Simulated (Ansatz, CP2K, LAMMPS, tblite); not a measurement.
**Codes compared on glassy B2O3 (100 atoms)**

How near do other programs and methods come to a plane-wave reference for glassy B2O3 (100 atoms)? A plane-wave run serves as the reference.

Method: Kohn-Sham DFT, PBE, PAW, plane waves, in Ansatz 0.2.0.

**1. The structure**

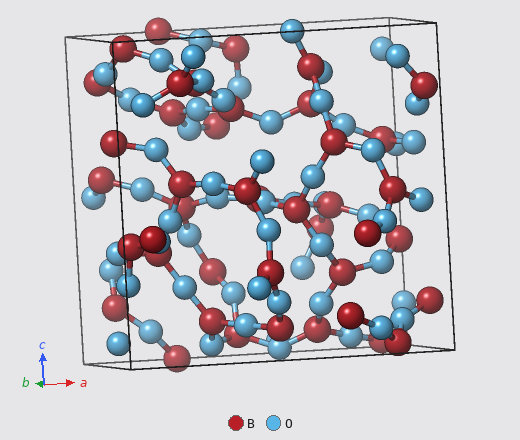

The cell as given, slightly off an axis (boron red, oxygen blue). Bonds to atoms that aren't drawn are left out. Some periodic images of atoms are drawn too.

The cell holds 100 atoms: 40 B and 60 O. Cell: a = 10.452 Å, b = 10.452 Å, c = 10.452 Å, α = 90.0°, β = 90.0°, γ = 90.0°. 100 atoms (40 B, 60 O) placed at random at 1.93 g/cm³, melted at 3000 K for 20 ps at fixed volume with the Buckingham and Coulomb pair potential of Guillot and Sator (Geochim. Cosmochim. Acta 71, 1249 (2007)) with the boron terms of Wang et al. (J. Non-Cryst. Solids 498, 294 (2018)). Quenched from 3000 K to 300 K at 100 K/ps and fixed volume, held 10 ps at zero pressure.

**2. Plane-wave reference**

The PAW files are the set soft_2.

The input, input.yaml:

```yaml
crystal:
  lattice:
    - [10.45182, 0.0, 0.0]
    - [0.0, 10.45182, 0.0]
    - [0.0, 0.0, 10.45182]
  atoms:
    - { symbol: B, position: [0.85336, 0.18782, 0.02934] }
    - { symbol: B, position: [0.59474, 0.39552, 0.44735] }
    - { symbol: B, position: [0.73639, 0.47433, 0.24632] }
    - { symbol: B, position: [0.33501, 0.52284, 0.11914] }
    [... 90 atom lines left out ...]
    - { symbol: O, position: [0.30552, 0.25221, 0.86052] }
    - { symbol: O, position: [0.42301, 0.42434, 0.10362] }
    - { symbol: O, position: [0.60344, 0.33376, 0.99293] }
    - { symbol: O, position: [0.25295, 0.04861, 0.94017] }
    - { symbol: O, position: [0.68763, 0.98175, 0.25449] }
    - { symbol: O, position: [0.12873, 0.14815, 0.38102] }
kpoints:
  mp_grid: { grid: [1, 1, 1] }
hamiltonian:
  xc: pbe
scf:
  occupations: { method: fermi_dirac, width: 0.05 }
output:
  forces: true
  eigenvalues: true
  populations: true
  stress: true
```

Run with:

```console
ansatz run input.yaml --threads 4 --pin off --max-ram 8192MiB --backend cpu --events-out ev --progress --plain --runs-dir out
```

Numbers of over 12 decimals in the logs are rounded to 6 here.

The program printed:

```text
[...]
Pseudopotentials: kind: paw
Pseudopotential: B, paw, valence charge 3, recommended cutoff 420 eV (normal), B.paw.azcp
Pseudopotential: O, paw, valence charge 6, recommended cutoff 420 eV (normal), O.paw.azcp
[... 5 lines on functional and potentials left out ...]
Crystal: 100 atoms, lattice volume = 1141.762 Å³
Basis set: ecut = 420 eV, 22335 PW (Γ), exchange–correlation on 144×144×144 points (8 copies of the dense FFT grid, shifted against one another)
Bands: 340, of which v1, the nominal top of the filled ones, is band 240 counted from 1 (239 counted from 0)
Symmetry: 1 space group operations
Space group: P1 (ITA 1), of the structure as read, at distance tolerance 1.0e-4 Å
k-points: 1
[... 5 lines on functional and potentials left out ...]
Initial density: superposition of atomic densities (neutral atoms: chi_scale 0, normalization atom), corrected by the library's trained network
Initial wavefunctions: pseudopotential atomic-orbital guess
[...]
SCF iter   1: F=—  HF=-40354.487974 eV  |F-HF|=—  |Δ(HF+E_count)|=         —  Δρ=4.30e-3  dr2=1.80e-1  ethr=1.77e-3  ⟨swp⟩=6.0  Hψ=1473  notcnv=0  defer=56
preconditioner: auto → Resta (q_TF=auto, 2.361 Å⁻¹)  ε∞=3.1  [insulator: Δε(μ)=4.502 eV  Ē_g=16.700 eV  σ=0.050 eV  W_gap=1.00  n_scr=250 (ndim 8)  ℏωp=24.1 eV  f_vac=0.179  D(μ)=0.00/eV (n_scr^D=0)  ε∞_Penn≈3.1]
[...]
SCF iter   8: F=—  HF=-40354.496778 eV  |F-HF|=—  |Δ(HF+E_count)|=   6.68e-8  Δρ=4.36e-6  dr2=1.93e-7  ethr=2.99e-10  ⟨swp⟩=2.0  Hψ=484  notcnv=0  defer=96
SCF iter   9: F=-40354.496778 eV  HF=-40354.496778 eV  |F-HF|=2.24e-9  |Δ(HF+E_count)|=   2.43e-8  Δρ=1.04e-6  dr2=1.64e-8  ethr=2.08e-11  ⟨swp⟩=16.0  Hψ=1941  notcnv=0
SCF 1 converged in 9 iterations: F = -40354.496778 eV  dr2 = 1.64e-8
[...]
SCF converged after 9 iterations
Free energy (F): -40354.496778 eV
Harris-Foulkes:  -40354.496778 eV  (|F-HF|=2.24e-9)
Internal energy: -40354.496778 eV  (E = F + TS)
E sigma→0 (E₀):  -40354.496778 eV
Fermi energy:    3.975996 eV
--- Per-component energies (eV) ---
[...]
Σ components = -40354.496778   (vs F -40354.496778, Δ=0.00e0)
--- Forces (eV/Å), atoms counted from 1 ---
  atom   1  B      1.44212559     0.70122239    -1.25428611
  atom   2  B      1.82390321     1.80330602     0.96375223
  atom   3  B     -0.65930193     1.11371800     1.93577519
  atom   4  B      0.94511723     0.44413791     1.16648992
[...]
atom 100  O      0.28975695    -0.41354590    -0.21513350
  max |Σ_I F_I| component: 1.61e-5 eV/Å
--- Stress (GPa, compression-positive) ---
       -8.523028      -0.705229       3.571358
       -0.705228      -9.256544       3.275632
        3.571351       3.275602      -7.552956
  P = ⅓ Tr σ = -8.4442 GPa (-84.442 kbar)
--- Band table (eV) ---
  k-point 0: bands = ["-19.2129", "-18.7676", "-18.6653", "-18.5214", [... 324 levels ...], "13.4741", "13.5198", "13.5364", "13.6061", "13.6541", "13.7135", "13.7463", "13.8646", "13.9131", "13.9465", "13.9845", "14.0437"]
--- Löwdin populations: 100 sites ---
  site symbol       q [e]
     0      B      2.3243
     1      B      2.3163
     2      B      2.3039
[...]
99      O      6.3978
  spilling = 0.008878 (of n_electrons = 480.000000)
```

Wall time 14 s (4 threads of Arm Neoverse V2, shared host); peak memory 1.3 GiB; 55 s of CPU time.

The run gave:

| Property | Result |
| --- | --- |
| free energy | -40354.4968 eV |
| free energy per atom | -403.5450 eV/atom |
| SCF cycles | 9 |
| pressure | -8.444 GPa |
| r.m.s. force component | 0.8605 eV/Å |
| longest force | 3.15 eV/Å |
| Fermi energy | 3.976 eV |
| gap (highest filled to lowest empty level) | 4.546 eV |
| spilling of the projection | 0.008878 |

Length of the force by element:

| element | coordination | atoms | mean length of the force (eV/Å) | spread | least | most |
| --- | --- | --- | --- | --- | --- | --- |
| B | all | 40 | 1.85 | 0.700 | 0.359 | 3.15 |
| O | all | 60 | 0.947 | 0.451 | 0.261 | 2.22 |

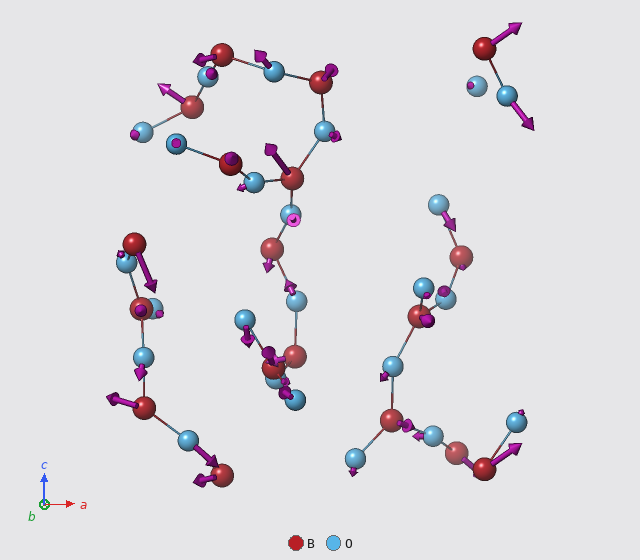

Forces as arrows; the longest in the cell is 3.15 eV/Å. Drawn is a slice 4 Å thick, seen along the normal of the ac plane. Bonds to atoms that aren't drawn are left out.

Löwdin charges by element (they lack the spilled electrons, 0.043 e an atom on average):

| element | coordination | atoms | mean charge (e) | spread | least | most |
| --- | --- | --- | --- | --- | --- | --- |
| B | all | 40 | 0.680 | 0.0148 | 0.644 | 0.715 |
| O | all | 60 | -0.382 | 0.0172 | -0.429 | -0.345 |

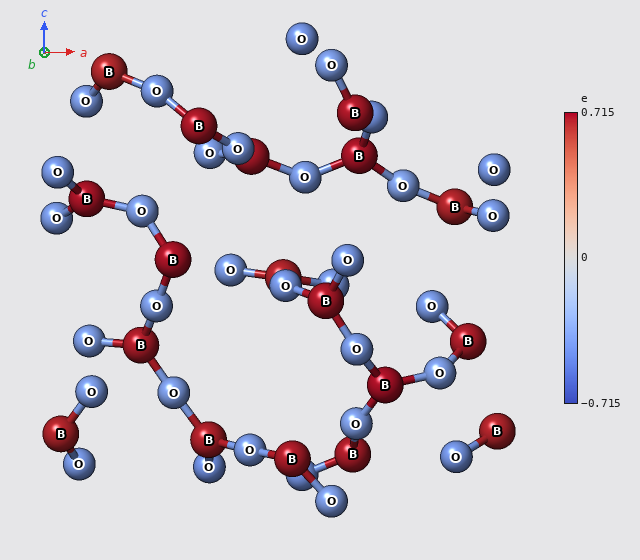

Atoms coloured by Löwdin charge. Drawn is a slice 4 Å thick, seen along the normal of the ac plane. Bonds to atoms that aren't drawn are left out.

The levels nearest the highest filled one (over half full), pooled over k-points and spins:

| level less the highest filled one (eV) | occupation |
| --- | --- |
| -0.425 | 2 |
| -0.382 | 2 |
| -0.344 | 2 |
| -0.292 | 2 |
| -0.192 | 2 |
| 0 | 2 |
| 4.55 | 0 |
| 4.59 | 0 |
| 4.75 | 0 |
| 4.99 | 0 |
| 5.15 | 0 |
| 5.20 | 0 |

**3. Structure statistics**

Density 2.02 g/cm³, 11.42 Å³ an atom.

g(r), total and by pair (bins of 0.2 Å):

| r (Å) | total | O-O | O-B | B-B |
| --- | --- | --- | --- | --- |
| 1.30 | 3.08 | 0.00 | 6.40 | 0.00 |
| 1.50 | 2.50 | 0.00 | 5.20 | 0.00 |
| 1.70 | 0.00 | 0.00 | 0.00 | 0.00 |
| 1.90 | 0.02 | 0.00 | 0.05 | 0.00 |
| 2.10 | 0.00 | 0.00 | 0.00 | 0.00 |
| 2.30 | 0.76 | 2.08 | 0.04 | 0.00 |
| 2.50 | 1.37 | 3.17 | 0.15 | 0.97 |
| 2.70 | 0.88 | 0.34 | 0.31 | 3.79 |
| 2.90 | 0.58 | 0.84 | 0.40 | 0.54 |
| 3.10 | 0.85 | 0.74 | 0.98 | 0.71 |
| 3.30 | 1.25 | 1.18 | 1.44 | 0.84 |
| 3.50 | 1.03 | 0.70 | 1.42 | 0.60 |
| 3.70 | 1.50 | 0.92 | 2.08 | 1.06 |
| 3.90 | 1.02 | 0.74 | 1.25 | 0.92 |
| 4.10 | 0.99 | 0.94 | 1.07 | 0.88 |
| 4.30 | 0.99 | 1.10 | 0.82 | 1.23 |
| 4.50 | 1.00 | 1.18 | 0.72 | 1.40 |
| 4.70 | 1.15 | 1.62 | 0.80 | 1.18 |
| 4.90 | 1.12 | 1.17 | 1.02 | 1.31 |
| 5.10 | 0.85 | 0.77 | 0.87 | 0.98 |

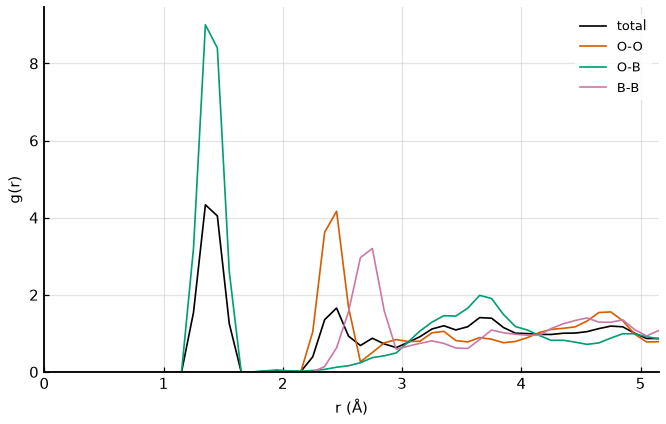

Pair distribution functions, lightly smoothed.

Bonds by pair of elements; cutoffs follow the first minimum of g(r), held within bounds set by covalent radii, and pairs that aren't listed don't count as bonded:

| pair A-B | cutoff (Å) | bonds | mean length (Å) | spread (Å) | shortest (Å) | B about A | A about B |
| --- | --- | --- | --- | --- | --- | --- | --- |
| O-B | 1.68 | 120 | 1.40 | 0.021 | 1.33 | 2 | 3 |

How many atoms have how many bonded neighbours:

| element | mean | 2 | 3 |
| --- | --- | --- | --- |
| B | 3 | 0 | 40 |
| O | 2 | 60 | 0 |

Oxygen atoms by the number of network formers (Si, P, Ge, B, Al, As, Ga) bound to them:

| network formers bound to O | O atoms | per cent |
| --- | --- | --- |
| 0 | 0 | 0 |
| 1 | 0 | 0 |
| 2 | 60 | 100 |

Network units: each former by its oxygen neighbours and how many of them bridge to another former:

| former | O neighbours | bridging O | atoms |
| --- | --- | --- | --- |
| B | 3 | 3 | 40 |

Rings of the network by King's shortest-path rule, up to 12 atoms, one path for each pair of neighbours; H, halogens, alkali and alkaline-earth atoms are left out, and the last column divides by all other atoms, bonded or not:

| ring size (atoms) | rings | per network atom |
| --- | --- | --- |
| 10 | 2 | 0.02 |
| 12 | 3 | 0.03 |

**4. What was run beside it**

The programs:
- CP2K 2026.2: Gaussian basis with GTH pseudopotentials and a plane-wave density; labels give functional, basis (MOLOPT sets; SR short-range, UZH the newer set with its own potentials), grid cutoff/relative cutoff and solver (OT: orbital transformation; TRS4, TC2, SIGN: linear-scaling purification with its sparsity filter), or its built-in tight binding.
- tblite 0.8.0: extended tight binding, driven from Python.

All use the same cell and atoms; the electronic-structure runs use the same k-mesh, and an electronic temperature of 580 K (0.05 eV) where levels are smeared.

Differences are against the plane-wave reference, forces as r.m.s. over components; share is that over the reference's r.m.s. force, slope the least-squares factor from reference forces to these. Total energies of different programs have different zeros and aren't compared.

| run | Δ force, r.m.s. (meV/Å) | share (%) | slope | Δ pressure (GPa) | Δ gap (eV) | cores | CPU time | memory (GiB) |
| --- | --- | --- | --- | --- | --- | --- | --- | --- |
| reference | - | - | - | - | - | 4 | 55 s | 1.3 |
| CP2K GFN1-xTB, OT DIIS | 265 | 30.8 | 0.789 | -4.30 | - | 1 | 3.9 s | 0.28 |
| CP2K PBE, DZVP-MOLOPT-SR, 300/50 Ry, OT DIIS (coarse) | 110 | 12.7 | 1.022 | 1.51 | -0.0502 | 2 | 5.9 min | 0.89 |
| CP2K PBE, DZVP-MOLOPT-SR, 600/50 Ry, OT DIIS | 72.7 | 8.45 | 1.022 | 1.43 | -0.0507 | 4 | 7.6 min | 2.6 |
| CP2K PBE, SZV-MOLOPT-SR, 600/50 Ry, OT DIIS (coarse) | 633 | 73.5 | 1.009 | 20.8 | -0.344 | 2 | 4.6 min | 1.6 |
| CP2K PBE, SZV-MOLOPT-SR, 600/50 Ry, SIGN filter 1e-04, SCF 1e-05 (coarse) | 641 | 74.5 | 1.017 | 20.9 | - | 2 | 1.8 min | 1.6 |
| CP2K PBE, SZV-MOLOPT-SR, 600/50 Ry, SIGN filter 1e-05, SCF 1e-06 (coarse) | 636 | 73.9 | 1.010 | 20.8 | - | 2 | 2.3 min | 1.6 |
| CP2K PBE, SZV-MOLOPT-SR, 600/50 Ry, SIGN filter 1e-07, SCF 1e-07 (coarse) | 633 | 73.6 | 1.009 | 20.8 | - | 2 | 2.9 min | 1.6 |
| tblite GFN1-xTB | 238 | 27.6 | 0.824 | 0.0205 | - | 1 | 2.2 s | 0.11 |

Rows marked coarse were listed beforehand as settings not expected to be converged; some can still land near the reference.

CPU time is summed over cores on a shared host, where runs went side by side, so it is rough. Symmetry, cutoffs, thresholds, outputs and thread counts weren't matched or tuned between programs; memory under MPI is the largest rank's times the ranks.

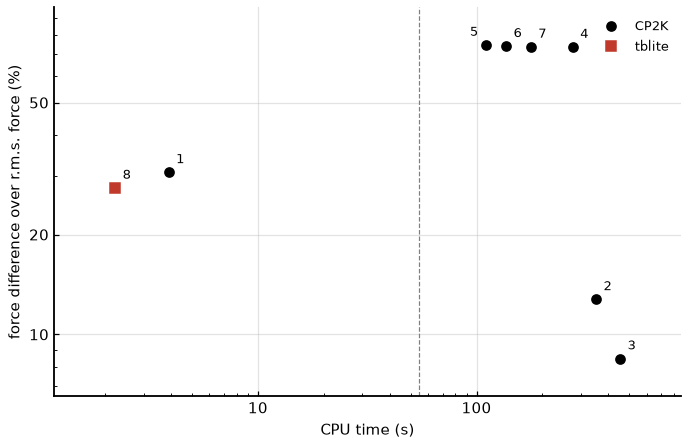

Force difference against CPU time; the dashed line marks the reference's time. Points: 1 CP2K GFN1-xTB, OT DIIS; 2 CP2K PBE, DZVP-MOLOPT-SR, 300/50 Ry, OT DIIS; 3 CP2K PBE, DZVP-MOLOPT-SR, 600/50 Ry, OT DIIS; 4 CP2K PBE, SZV-MOLOPT-SR, 600/50 Ry, OT DIIS; 5 CP2K PBE, SZV-MOLOPT-SR, 600/50 Ry, SIGN filter 1e-04, SCF 1e-05; 6 CP2K PBE, SZV-MOLOPT-SR, 600/50 Ry, SIGN filter 1e-05, SCF 1e-06; 7 CP2K PBE, SZV-MOLOPT-SR, 600/50 Ry, SIGN filter 1e-07, SCF 1e-07; 8 tblite GFN1-xTB.

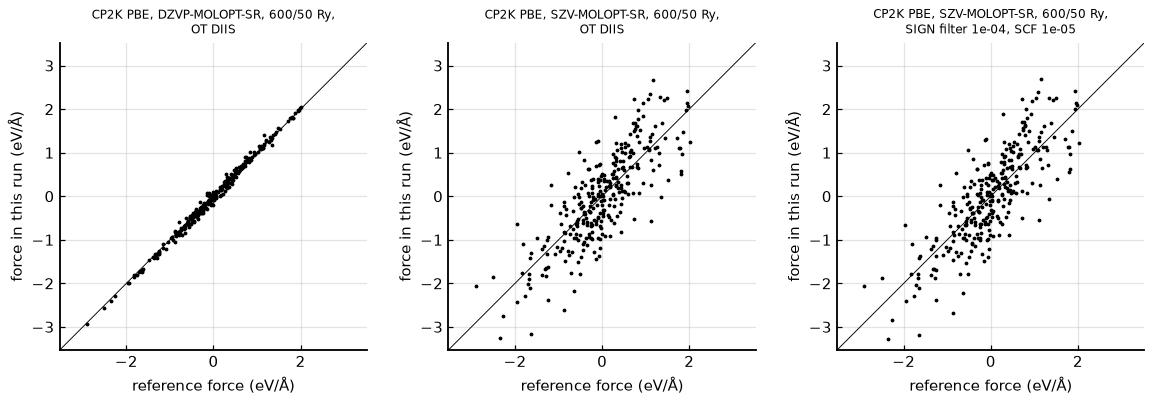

Force components against those of the reference; the line marks equality.

Mean charges by element (e), by run and scheme:

| run | scheme | B | O |
| --- | --- | --- | --- |
| reference | Löwdin | +0.68 | -0.38 |
| CP2K GFN1-xTB, OT DIIS | Mulliken | +0.86 | -0.58 |
| CP2K PBE, DZVP-MOLOPT-SR, 600/50 Ry, OT DIIS | Mulliken | +0.32 | -0.21 |
| CP2K PBE, DZVP-MOLOPT-SR, 600/50 Ry, OT DIIS | Hirshfeld | +0.32 | -0.21 |
| tblite GFN1-xTB | Mulliken | +0.68 | -0.46 |

The reference's Löwdin charges lack the electrons that the projection spills, 0.043 e an atom on average.

Within one program, basis, potentials and functional, energies share a zero. Each run against its twin at the usual cutoff or grid and solver:

| run | twin | Δ energy (meV/atom) | Δ force, r.m.s. (meV/Å) | CPU time over the twin's |
| --- | --- | --- | --- | --- |
| CP2K PBE, DZVP-MOLOPT-SR, 300/50 Ry, OT DIIS | DZVP-MOLOPT-SR, 600/50 Ry, OT DIIS | -1.35 | 92.1 | 0.78 (this twin ran on 4 cores) |
| CP2K PBE, SZV-MOLOPT-SR, 600/50 Ry, SIGN filter 1e-04, SCF 1e-05 | SZV-MOLOPT-SR, 600/50 Ry, OT DIIS | 0.197 | 23.3 | 0.4 |
| CP2K PBE, SZV-MOLOPT-SR, 600/50 Ry, SIGN filter 1e-05, SCF 1e-06 | SZV-MOLOPT-SR, 600/50 Ry, OT DIIS | 0.0279 | 10.8 | 0.50 |
| CP2K PBE, SZV-MOLOPT-SR, 600/50 Ry, SIGN filter 1e-07, SCF 1e-07 | SZV-MOLOPT-SR, 600/50 Ry, OT DIIS | -0.0106 | 2.13 | 0.64 |

**5. Results**

| Property | Result |
| --- | --- |
| reference r.m.s. force component | 0.860 eV/Å |
| nearest in forces | CP2K PBE, DZVP-MOLOPT-SR, 600/50 Ry, OT DIIS, 8.4 % |
| farthest in forces | CP2K PBE, SZV-MOLOPT-SR, 600/50 Ry, SIGN filter 1e-04, SCF 1e-05 (coarse), 75 % |
| cheapest electronic-structure run beside the reference | tblite GFN1-xTB, 2.2 s of CPU time |

**Reading.** The PBE run in local orbitals, coarse settings apart, differs by 8.4 % (CP2K PBE, DZVP-MOLOPT-SR, 600/50 Ry, OT DIIS); basis, grid and potentials can all enter. Tight binding differs by 28 % (tblite GFN1-xTB) to 31 % (CP2K GFN1-xTB, OT DIIS); it is another model, with fitted parameters of its own, and the xTB methods hold dispersion. Runs with settings chosen to be coarse differ by 13 % (CP2K PBE, DZVP-MOLOPT-SR, 300/50 Ry, OT DIIS) to 75 % (CP2K PBE, SZV-MOLOPT-SR, 600/50 Ry, SIGN filter 1e-04, SCF 1e-05), their programs' other errors included. Of the electronic-structure runs that take under half the reference's CPU time, tblite GFN1-xTB comes nearest, at 28 % in 2.2 s against 55 s. At the same functional, gaps differ from the reference's 4.55 eV by between -0.34 and -0.05 eV. In pressure, CP2K PBE, SZV-MOLOPT-SR, 600/50 Ry, SIGN filter 1e-04, SCF 1e-05 misses by +20.9 GPa, at the same functional. Charges hang on model, scheme and program or settings: among these rows the mean for B runs from +0.32 to +0.86 e. With SIGN, tightening the sparsity filter from 1e-04 to 1e-07, and the SCF threshold with it, takes the force difference from the cubic solver from 23 to 2.1 meV/Å, and the CPU time from 0.4 to 0.64 times the cubic solver's. In the reference: filled and empty levels are parted by 4.55 eV (at Γ alone); a semilocal functional tends to put such gaps too low. In a disordered cell it changes from sample to sample, and tail or defect levels can set it. In the reference: mean Löwdin charges: B +0.68, O -0.38 e (they miss 0.89 % of the electrons, so they add up to more than the cell's charge). Periodic xTB results under one method name differ between programs and library versions. The quench rate of 100 K/ps is many orders above laboratory rates, so the cell is likely richer in defects and strain than a real sample. The network of bonds at the start is that of the classical potential that made the cell, and needn't be the one that DFT or experiment would give. The electronic-structure runs sample only Γ, in a cell whose shortest periodic width is 10 Å.

[Also dropped from logs without a mark: logging warnings of Python, and SIESTA's first energy breakdown and zero terms.]

[Logs are printed without paths, hosts, clocks, repeated set-up lines and the standing remarks that a program may print on its own settings, such as how far it seeks lower states.]

[Hosts, paths, dates, database ids (printed as entryN), source tags and the programs' standing remarks are cut or masked in the printed files.]
